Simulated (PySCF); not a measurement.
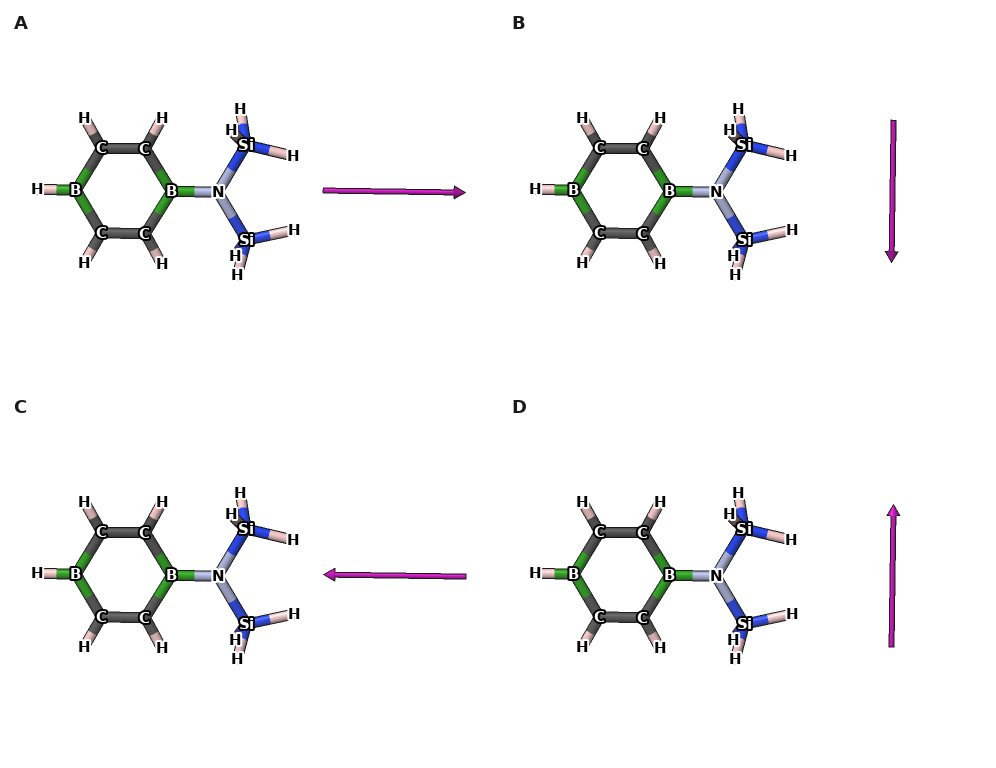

The same molecule four times, each with an arrow. The computed structure is the end point of a PBE0-D3(BJ)/def2-SVP optimisation. No frequency run is at hand to confirm it as a minimum. Level of theory: PBE0/def2-SVPD, gas phase (PySCF 2.14.0).

**Which arrow points along the dipole moment, from the negative to the positive end?**

A. The dipole moment is 1.36 D.
